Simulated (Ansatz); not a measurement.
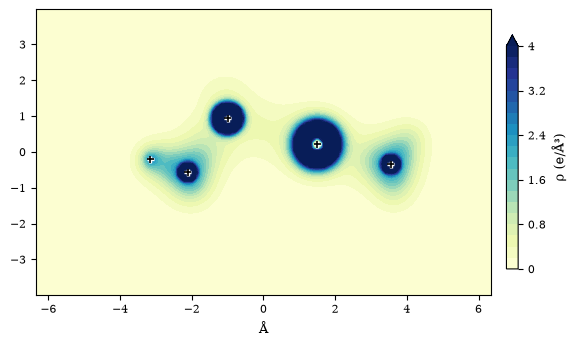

The electron density on a plane through atoms (crosses mark nuclei in the plane).

Method: isolated molecule in a Gaussian basis; Kohn-Sham density functional theory, functional PBE0 in Ansatz.

Candidates:
A. C2H8InSi (charge +1)
B. FGaH3NOSi
C. F4OSi2

Which candidate gave the map?

Candidate A: C2H8InSi on the plane of atoms C1, Si4 and In3, which holds C, In, Si and H. C–Si (1.87 Å): the density is about 0.97 e/Å³ at the midpoint. C–In (2.13 Å): ρ at the midpoint is about 0.73 e/Å³.
